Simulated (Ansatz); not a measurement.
**CH₅B (triplet): wave-function methods side by side at distance B1–H4 along a hydrogen transfer = 1.770 Å, cc-pVDZ**

How much of the correlation energy of CH₅B (triplet) does each wave-function method recover here?

Program: Ansatz 0.2.0, Gaussian basis. Level of theory: cc-pVDZ, core rule «outside noble gas», up to 2 orbitals frozen. These are calculated values, not measurements.

Plan: UHF; CCSD(T) on ROHF; CCSD(T) on UHF; BCCD(T) on ROHF; CISD; CCSDT(Q) on ROHF; CCSDT(Q) on UHF; CASSCF and NEVPT2, 4 electrons in 4 orbitals.

7 further runs of the same task are left out: 6 that didn't finish, 1 set aside as unsound or not needed.

### 1 The geometry

The geometry derives from fragments relaxed apart (PBE0/def2-TZVP) and kept rigid, so it is no stationary point. A hydrogen atom is moved between rigid fragments.

7 atoms, charge 0, spin multiplicity 3.

Atoms are counted from 1 here; the program's logs count them from 0.

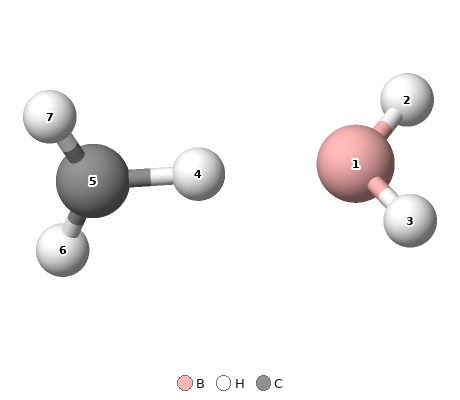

The geometry (boron pink, hydrogen white, carbon grey); atoms are numbered from 1 in the order of the file.

### 2 UHF

Input file in.yaml:

```yaml
crystal:
  periodic: [false, false, false]
  atoms:
    - {symbol: B, position_ang: [-1.539018, 0.000000, 0.000000]}
    - {symbol: H, position_ang: [-2.135751, 1.033571, 0.000000]}
    - {symbol: H, position_ang: [-2.135751, -1.033571, 0.000000]}
    - {symbol: H, position_ang: [0.230982, 0.000000, 0.000000]}
    - {symbol: C, position_ang: [1.416982, 0.000000, 0.000000]}
    - {symbol: H, position_ang: [1.831450, 0.000000, 0.996161]}
    - {symbol: H, position_ang: [1.831450, 0.000000, -0.996161]}
basis:
  gaussian: {orbitals: cc-pVDZ}
magnetization: {spin_polarized: true, initial_magnetization: 2}
hamiltonian: {xc: hf}
output: {orbitals: {seedname: orbitals}}
```

On the command line:

```sh
> ansatz run in.yaml --threads 1 --pin off --events-out ev --progress --plain --max-ram 2393MiB
```

Further steps of the session: CCSD(T) on ROHF; CCSD(T) on UHF; BCCD(T) on ROHF; CISD; CCSDT(Q) on ROHF; CCSDT(Q) on UHF; CASSCF and NEVPT2, 4 electrons in 4 orbitals.

**Question.** What will the summary of the whole plan be? Wanted: UCCSDT(Q) below the RHF energy; RMP2 from UCCSDT(Q); UMP2 from UCCSDT(Q); RCCSD from UCCSDT(Q); RCCSD(T) from UCCSDT(Q); UCCSD(T) from UCCSDT(Q); RCCSDT(Q) from UCCSDT(Q); NEVPT2 pair from UCCSDT(Q); T1 diagnostic.

**Answer**, as computed:

| quantity | value |
| --- | --- |
| UCCSDT(Q) below the RHF energy | -7.0553 eV |
| RMP2 from UCCSDT(Q) | +128.8 kJ/mol |
| UMP2 from UCCSDT(Q) | +129.5 kJ/mol |
| RCCSD from UCCSDT(Q) | +15.7 kJ/mol |
| RCCSD(T) from UCCSDT(Q) | +2.9 kJ/mol |
| UCCSD(T) from UCCSDT(Q) | +3.0 kJ/mol |
| RCCSDT(Q) from UCCSDT(Q) | +0.1 kJ/mol |
| NEVPT2 pair from UCCSDT(Q) | +127.6 kJ/mol |
| levels within 1 kcal/mol (43 meV) | RCCSD(T), UCCSD(T), BCCD(T), RCCSDT, UCCSDT, RCCSDT(Q) |
| T1 diagnostic | 0.020 |

RCCSD(T) misses by +2.9 kJ/mol, 0.4 % of the correlation energy. These misses are within one basis, not against nature; the frozen cores of restricted and unrestricted runs differ, which can shift their rows.
